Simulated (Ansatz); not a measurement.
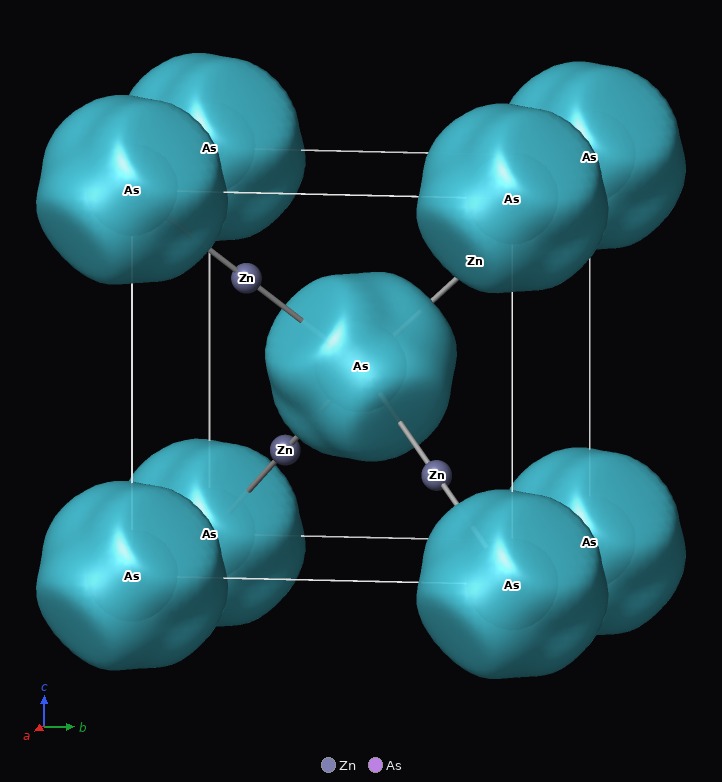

Figure 1: Zn₂As. Isosurface of the electron localisation function at 0.55 (cyan), seen slightly off an axis. Core shells and regions of very low density are left out. Sticks mark near contacts.

Space group Pn-3m; a structure generated by program, which may or may not match a known phase.

Computed with Ansatz, DFT PBE, scalar-relativistic, plane waves, PAW.

In a PAW calculation such maps are meaningful between the atoms, not at the nuclei.

Input

```
crystal:
  lattice:
    - [5.5502573365, 0.0, 0.0]
    - [0.0, 5.5502573365, 0.0]
    - [0.0, 0.0, 5.5502573365]
  atoms:
    - { symbol: Zn, position: [0.25, 0.25, 0.25] }
    - { symbol: Zn, position: [0.75, 0.75, 0.25] }
    - { symbol: Zn, position: [0.75, 0.25, 0.75] }
    - { symbol: Zn, position: [0.25, 0.75, 0.75] }
    - { symbol: As, position: [0.0, 0.0, 0.0] }
    - { symbol: As, position: [0.5, 0.5, 0.5] }
basis:
  ecutwfc: 420
kpoints:
  mp_grid: { grid: [8, 8, 8] }
hamiltonian:
  xc: pbe
scf:
  occupations: { method: gaussian, width: 0.1 }
output:
  forces: true
  stress: true
  eigenvalues: true
  write_density: true
  write_potential: true
  elf: true
  volumetric_format: npy
relax:
  adjacent_minimum: "off"
  f_tol: 0.01
  max_steps: 80
  cell: { stress_tol: 0.05 }
```

Launched as:

```sh
ansatz run input.yaml --threads 1 --pin off --max-ram 2048MiB --backend cpu --events-out ev --progress --plain --runs-dir out
```

Below, planes, directions and counts refer to the conventional cell (a = 5.55 Å, b = 5.55 Å, c = 5.55 Å, α = 90.00°, β = 90.00°, γ = 90.00°).

The fields are those of the run's last geometry, not of the input's.

**Where are the electrons localised?**

The surface consists of two regions wrapped around As (the valence shell of each), counted in one cell of 6 atoms. Regions shared between cells count once. Along the contacts the grid gives the following. Zn–As (2.40 Å): the ELF peaks at about 0.70 between the atoms.
